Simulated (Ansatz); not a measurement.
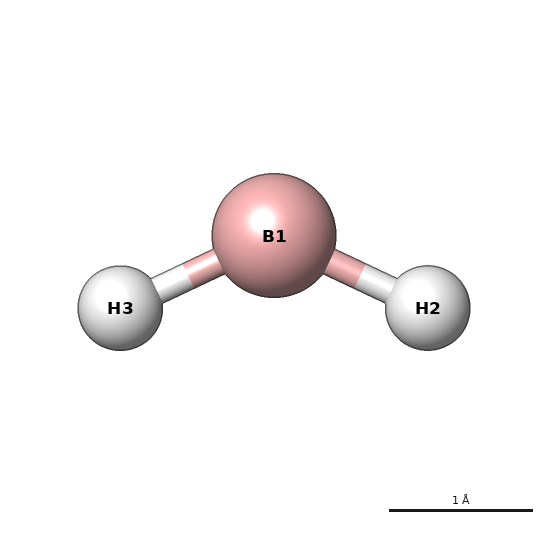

The species is neutral and a spin doublet. The geometry was computed by an optimisation with PBE0-D4/def2-TZVP.

Give these bond angles: H2–B1–H3.

```csv
angle,degrees
H2–B1–H3,129.4
```
